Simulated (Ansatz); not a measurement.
# One shape, several levels: SiH2ClO (SMILES O[SiH]Cl)

We compute a comparison of 6 runs (UHF/3-21G, UB3LYP/6-31G*, UPBE/def2-TZVP, UMP2/def2-TZVP, UCCSD/def2-TZVP, UCCSD(T)/def2-TZVP) of SiH2ClO. 

The calculation is run with Ansatz 0.2.0.

33 further runs of the same task are left out: 33 set aside as unsound or not needed. Runs told in other sessions of the task aren't counted.

## Step 1: Starting point

SiH2ClO has 5 atoms, charge 0, and is taken as a doublet. As SMILES, `O[SiH]Cl`. The Si2–Cl3 distance was set to 3.098 Å, away from the relaxed value. At this shape a bond of the SMILES string is far longer than usual.

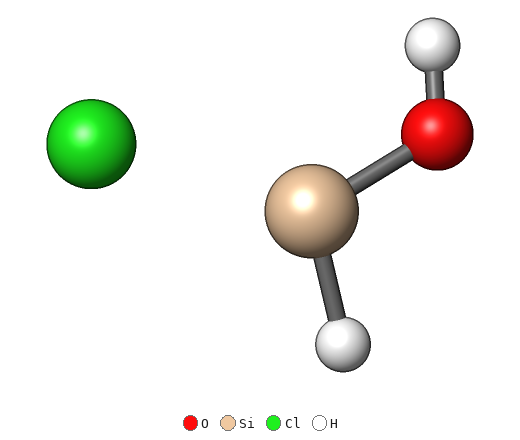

Viewed from a chosen angle; oxygen red, silicon light orange, chlorine green, hydrogen white.

## Step 2: The energy at UHF/3-21G (run 1)

The input, run.yaml:

```yaml
crystal:
  periodic: [false, false, false]
  atoms:
    - {symbol: O, position_ang: [-1.655571, 0.028311, -1.111309]}
    - {symbol: Si, position_ang: [-0.941771, 0.940111, 0.049191]}
    - {symbol: Cl, position_ang: [1.606600, -0.440800, 1.143600]}
    - {symbol: H, position_ang: [-1.873571, -0.882889, -0.904809]}
    - {symbol: H, position_ang: [-0.533471, 2.196611, -0.635909]}
basis:
  gaussian:
    orbitals: 3-21G.json
magnetization:
  spin_polarized: true
  initial_magnetization: 1
hamiltonian:
  xc: hf
accuracy: high
output: {orbitals: {seedname: orbitals}}
```

The basis set 3-21G is read from a file made from the Basis Set Exchange's data (not shown).

On the command line:

```sh
$ ansatz run run.yaml --threads 1 --pin off --max-ram 2610MiB --events-out events.jsonl --progress --plain --runs-dir runs
```

The program printed:

```text
Warning: RAYON_NUM_THREADS=1 ignored (pool sized by the plan → 1); use --threads N
Functional definition: HF
  name "HF"
  exchange = exact_x
  correlation = 0
793 factors; integrals over basis functions are off by at most 6.9e-9 eV
mean field evaluation 1: about -22317.8668 eV, gradient 2.2e1 eV
mean field evaluation 2: about -22318.0010 eV, gradient 2.3e1 eV
mean field evaluation 4: about -22320.9291 eV, gradient 2.2e0 eV
mean field evaluation 8: about -22321.0490 eV, gradient 7.9e-1 eV
mean field evaluation 16: about -22321.1859 eV, gradient 3.7e-2 eV
mean field evaluation 32: about -22310.5948 eV, gradient 1.6e1 eV
mean field evaluation 64: about -22320.8931 eV, gradient 1.3e0 eV
mean field evaluation 96: about -22321.1763 eV, gradient 2.6e-1 eV
mean field evaluation 128: about -22321.0879 eV, gradient 8.4e-1 eV
mean field evaluation 160: about -22316.9107 eV, gradient 1.7e1 eV
mean field evaluation 192: about -22319.9877 eV, gradient 2.1e0 eV
mean field evaluation 224: about -22320.3657 eV, gradient 2.8e-1 eV
mean field -22321.18604981 eV, -820.2884574871 hartree, gradient 7.5e-8 eV, S^2 0.894094; 2 other end points of the search recorded, 0 dependent functions left out
reference -22321.18604981 eV, -820.2884574871 hartree; 21, 20 occupied and 18, 19 virtual orbitals, 793 factors
Total energy: -22321.18604981 eV, -820.2884574871 hartree
```

Wall time 1.4 s (1 thread of Arm Neoverse V1, shared host); peak memory 0.11 GiB.

## Step 3: A single-point energy at UB3LYP/6-31G(d) (spherical functions) (run 2)

The input, molecule.yaml:

```yaml
crystal:
  periodic: [false, false, false]
  atoms:
    - symbol: O
      position_ang: [-1.655571, 0.028311, -1.111309]
    - symbol: Si
      position_ang: [-0.941771, 0.940111, 0.049191]
    - symbol: Cl
      position_ang: [1.606600, -0.440800, 1.143600]
    - symbol: H
      position_ang: [-1.873571, -0.882889, -0.904809]
    - symbol: H
      position_ang: [-0.533471, 2.196611, -0.635909]
basis:
  gaussian: {orbitals: 6-31G_st_-spherical.json}
magnetization: {spin_polarized: true, initial_magnetization: 1}
hamiltonian: {xc: {name: B3LYP}}
accuracy: high
output: {orbitals: {seedname: orbitals}}
```

The basis set 6-31G* is read from a file made from the Basis Set Exchange's data (not shown).

On the command line:

```sh
$ ansatz run molecule.yaml --threads 1 --pin off --max-ram 2610MiB --events-out events.jsonl --progress --plain --runs-dir runs
```

The program printed:

```text
Warning: RAYON_NUM_THREADS=1 ignored (pool sized by the plan → 1); use --threads N
Functional definition: B3LYP
  name "B3LYP"
  parameter a0 = 0.2
  parameter ax = 0.72
  parameter ac = 0.81
  exchange = (1 - a0 - ax)*slater_x + ax*b88_x + a0*exact_x
  correlation = (1 - ac)*vwn_rpa_c + ac*lyp_c
1060 factors; integrals over basis functions are off by at most 5.5e-9 eV
mean field evaluation 1: about -22472.3919 eV, gradient 3.6e1 eV
mean field evaluation 2: about -22441.4140 eV, gradient 7.7e1 eV
mean field evaluation 4: about -22477.6488 eV, gradient 1.0e1 eV
mean field evaluation 8: about -22478.4756 eV, gradient 9.8e-1 eV
mean field evaluation 16: about -22478.4906 eV, gradient 1.3e-2 eV
mean field evaluation 32: about -22478.4906 eV, gradient 8.4e-7 eV
mean field -22478.49060148 eV, -826.0692931361 hartree, gradient 6.6e-8 eV, S^2 0.769625; 2 other end points of the search recorded, 0 dependent functions left out
reference -22478.49063751 eV, -826.0692944603 hartree; 21, 20 occupied and 33, 34 virtual orbitals, 1060 factors
Total energy: -22478.49063751 eV, -826.0692944603 hartree
```

Wall time 9 s (1 thread of Arm Neoverse V1, shared host); peak memory 0.21 GiB.

Runs 3 to 5 aren't shown in full; the table further down has their settings and results.

## Step 4: A single-point energy at UCCSD(T)/def2-TZVP (run 6)

The input, run.yaml:

```yaml
crystal:
  periodic: [false, false, false]
  atoms:
    - symbol: O
      position_ang: [-1.655571, 0.028311, -1.111309]
    - symbol: Si
      position_ang: [-0.941771, 0.940111, 0.049191]
    - symbol: Cl
      position_ang: [1.606600, -0.440800, 1.143600]
    - symbol: H
      position_ang: [-1.873571, -0.882889, -0.904809]
    - symbol: H
      position_ang: [-0.533471, 2.196611, -0.635909]
basis:
  gaussian: {orbitals: def2-TZVP}
accuracy: high
scf: {omitted_lower_state_checks: [cluster_reference, increment]}
magnetization: {spin_polarized: true, initial_magnetization: 1}
correlation: {method: ccsd_t, frozen_orbitals: {Cl: 5, H: 0, O: 1, Si: 5}}
```

On the command line:

```sh
$ ansatz run run.yaml --threads 1 --pin off --max-ram 2610MiB --events-out events.jsonl --progress --plain --runs-dir runs
```

The program printed, cut to the lines that bear on the results:

```text
Warning: RAYON_NUM_THREADS=1 ignored (pool sized by the plan → 1); use --threads N
Functional definition: HF
  name "HF"
[...]
1867 factors; integrals over basis functions are off by at most 6.5e-9 eV
[...]
mean field -22435.45691804 eV, -824.4878344391 hartree, gradient 2.9e-8 eV, S^2 0.987923; 12 other end points of the search recorded, 0 dependent functions left out
11 core orbitals not correlated: weight in the atoms' cores, before any rotation towards them, 1.000 or more for the frozen orbitals, at most 0.000 for the correlated occupied ones
reference -22435.45691804 eV, -824.4878344391 hartree; 10, 9 occupied and 96, 97 virtual orbitals, 1867 factors
second order -13.71384365 eV of doubles, -0.00000000 eV of singles
cycle   1  -14.26756345 eV  change   -5.5e-1 eV  update   1.1e-1
[...]
cycle  37  -14.89922110 eV  change   -1.5e-9 eV  update   1.3e-9
perturbative correction -0.59304353 eV, -0.0217939479 hartree
Total energy: -22450.94918268 eV, -825.0571646635 hartree
Checks for a lower state left out: cluster_reference, increment
```

Wall time 2.5 min (1 thread of Arm Neoverse V1, shared host); peak memory 2 GiB.

## Step 5: Overview of the runs

```csv
run,level,frozen core orbitals,energy (Eh),⟨S²⟩,wall time
1,UHF/3-21G,–,-820.288457,0.894,1.4 s
2,UB3LYP/6-31G* (spherical functions),–,-826.069294,0.770,9 s
3,UPBE/def2-TZVP,–,-825.729375,0.759,12 s
4,UMP2/def2-TZVP,11,-824.991809,0.988,15 s
5,UCCSD/def2-TZVP,11,-825.035371,0.988,1.9 min
6,UCCSD(T)/def2-TZVP,11,-825.057165,0.988,2.5 min
```

## Step 6: Outcome

| quantity | value |
| --- | --- |
| run 6: total energy | -825.05716 Eh |
| run 6: correlation energy (11 core orbitals frozen) | -569.3 mEh |
| run 6: (T) correction | -21.79 mEh |
| run 6: ⟨S²⟩ of the reference determinant | 0.988 |
| run 6: T1 diagnostic | 0.039 |

**Reading.** Totals of different functionals can't be ranked against each other. Spin contamination of the reference: run 4 ⟨S²⟩ = 0.99, run 5 ⟨S²⟩ = 0.99, run 6 ⟨S²⟩ = 0.99, run 1 ⟨S²⟩ = 0.89. All runs together took 5 min, the longest 2.5 min.
